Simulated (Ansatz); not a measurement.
## Electronic structure of AsH$_{5}$Si in real space

The calculation's input:

```
crystal:
  periodic: [false, false, false]
  atoms:
    - {symbol: As, position_ang: [0.143977, 0.595261, 0.225204]}
    - {symbol: Si, position_ang: [0.299373, -1.783137, 0.604514]}
    - {symbol: H, position_ang: [1.404639, 1.382759, 0.476919]}
    - {symbol: H, position_ang: [-1.218392, -1.778754, 0.442580]}
    - {symbol: H, position_ang: [-0.832552, 1.547475, 0.886291]}
    - {symbol: H, position_ang: [0.242180, -1.421388, 2.086297]}
    - {symbol: H, position_ang: [-0.089466, 1.016974, -1.203235]}
basis:
  gaussian:
    orbitals: def2-TZVPD
hamiltonian:
  xc: pbe0
output:
  forces: true
  orbitals: {seedname: orbitals}
```

Launched as:

```sh
ansatz run input.yaml --threads 2 --pin off --max-ram 4350MiB --events-out events.jsonl --progress --plain --runs-dir runs
```

Geometry: PBE0-D4/def2-TZVP.

Theory: Ansatz, isolated molecule in a Gaussian basis; Kohn-Sham density functional theory, functional PBE0.

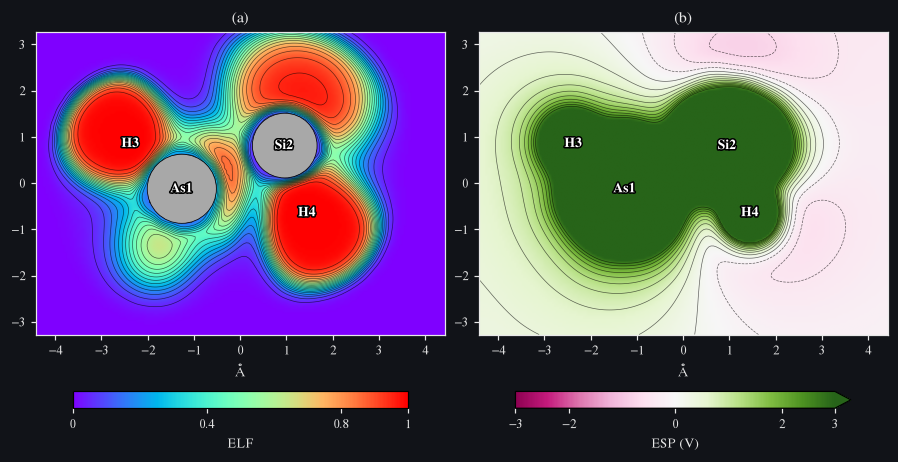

Figure 1. (a) ELF; (b) electrostatic potential on the plane of atoms As1, Si2 and H4. Grey discs cover the atomic cores in the ELF map.

Q: Describe what can be read from this map.

A:
- The plane passes through As, Si and H nuclei.
- Si–As (2.41 Å): the ELF peaks at about 0.85 between the atoms (a covalent bond).
- As–H (1.51 Å): the ELF climbs to about 1 towards the hydrogen, as it does in any bond to H.
- Si–H (1.53 Å): the ELF climbs to about 1 towards the hydrogen.
- The ELF also peaks beside Si2, away from the bonds: lone-pair regions.
- Outside the dense part of the molecule the potential is most negative (−0.8 V) near H4 and H6, which lies off the plane.

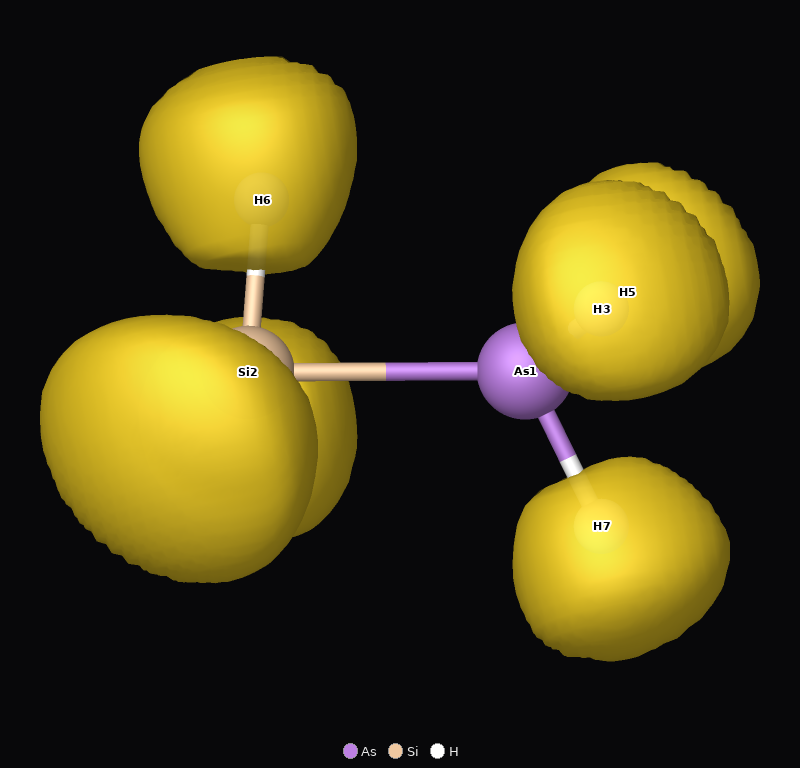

Figure 2. Isosurface of the ELF at 0.9 (yellow), seen at an oblique angle. Only the valence region is drawn (cores and ρ < 0.01 e/Å³ removed).

Q: What do the ELF domains correspond to?

A: The ELF exceeds this value in five regions around hydrogen nuclei and one lobe on Si, pointing away from the bonds (lone pairs).

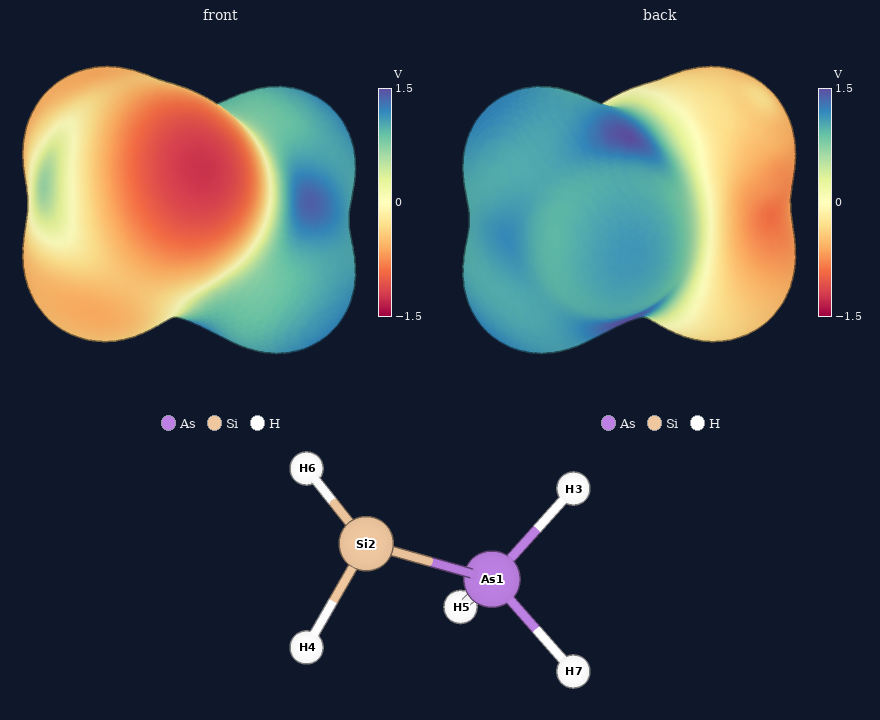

Figure 3. The electrostatic potential painted on the density surface at 0.002 e/bohr³, seen from the front and from behind; red is negative and blue positive. The bare structure is drawn below in the same view.

Q: Describe the electrostatic potential map.

A: The most negative region (about −1.2 V) lies over H6, the most positive (about +1.5 V) over As1.

Q: What dipole moment does the calculation give?

A: Its dipole moment is 3.49 D.

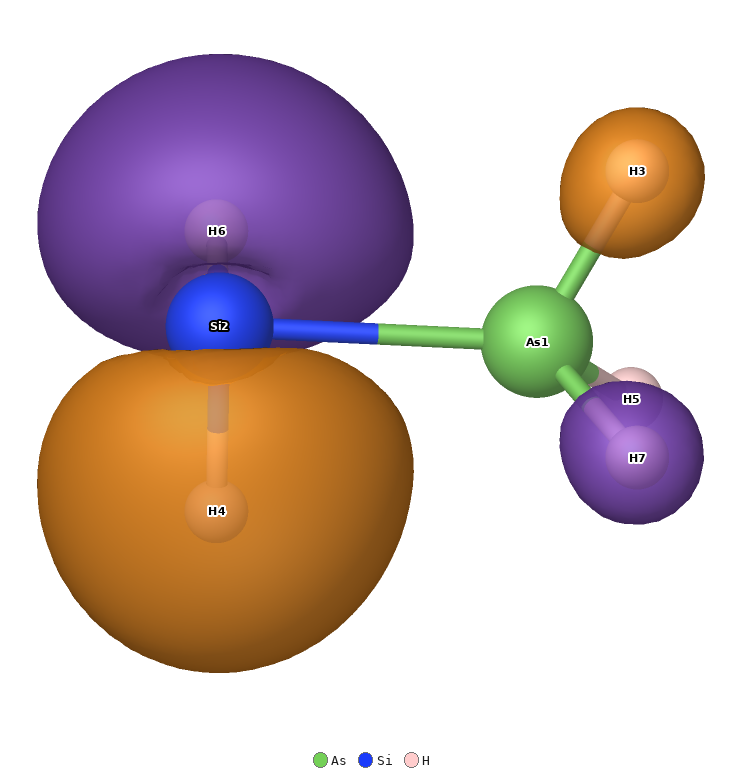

Figure 4. The HOMO−1 at ±0.08 Å⁻³ᐟ² (orange and purple are the two phases), seen at a tilt.

Q: What is the character of this orbital?

A: Its weight (Hirshfeld) is mainly on Si2 (about 40 %), H4 (about 25 %) and H6 (about 25 %). Its energy is −8.63 eV.
